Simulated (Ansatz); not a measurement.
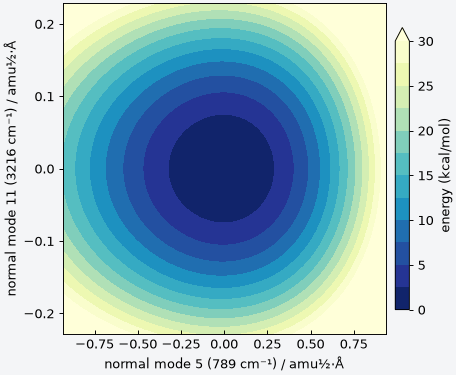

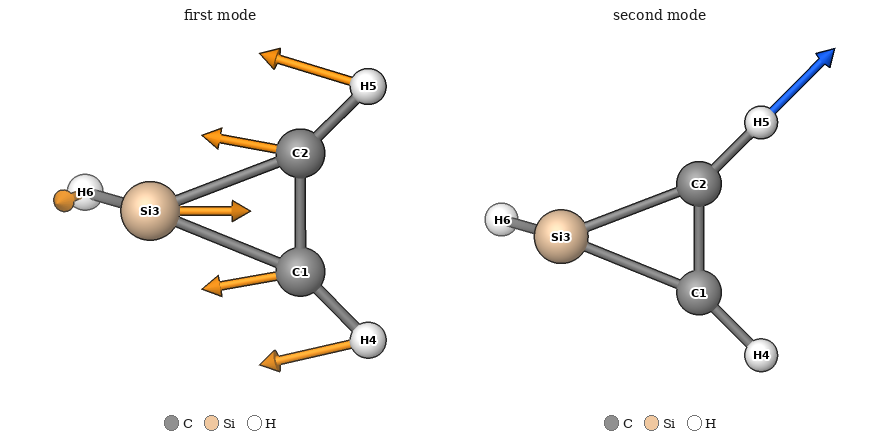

Energy landscape of C2H3Si, SMILES C1=C[SiH]1, spin multiplicity 2. First axis: normal mode 5 (789 cm⁻¹). Second axis: normal mode 11 (3216 cm⁻¹). Nothing is relaxed (straight displacements along the two mass-weighted modes). The grid has 9 × 9 points; 45 points were computed and 36 follow by symmetry. Points are written as (first, second). Energies: kcal/mol, counted from the relaxed molecule at the same level. Computed with Ansatz, UHF-MP2, frozen core/def2-TZVP.

Drawn: filled contours, one colour for all values above the top of the scale. Between grid points the surface is interpolated. The second picture is the structure at the lowest point

### Where are the wells?

The lowest grid point is at (0.000 amu½·Å, 0.000 amu½·Å), 0.0 kcal/mol from the relaxed molecule at the same level. No other kind of well shows on this grid. The highest grid point, (0.934 amu½·Å, −0.229 amu½·Å), lies 58.1 kcal/mol above the lowest.

The input of one point:

```yaml
crystal:
  periodic: [false, false, false]
  atoms:
    - { symbol: C, position_ang: [-0.590626, -0.542223, -0.23171] }
    - { symbol: C, position_ang: [0.315867, 0.341369, -0.692984] }
    - { symbol: Si, position_ang: [0.779745, -0.307669, 0.942997] }
    - { symbol: H, position_ang: [-1.521834, -0.952453, -0.601214] }
    - { symbol: H, position_ang: [0.419539, 0.939875, -1.589093] }
    - { symbol: H, position_ang: [0.5973, 0.521091, 2.171995] }
magnetization:
  spin_polarized: true
  initial_magnetization: 1
basis:
  gaussian: { orbitals: def2-TZVP }
hamiltonian:
  xc: hf
output:
  forces: true
correlation:
  method: mp2
scf:
  omitted_lower_state_checks: [cluster_reference]
```

Time for the 45 points that were run: 8.1 min on 1 thread of Arm Neoverse V2 (shared host).
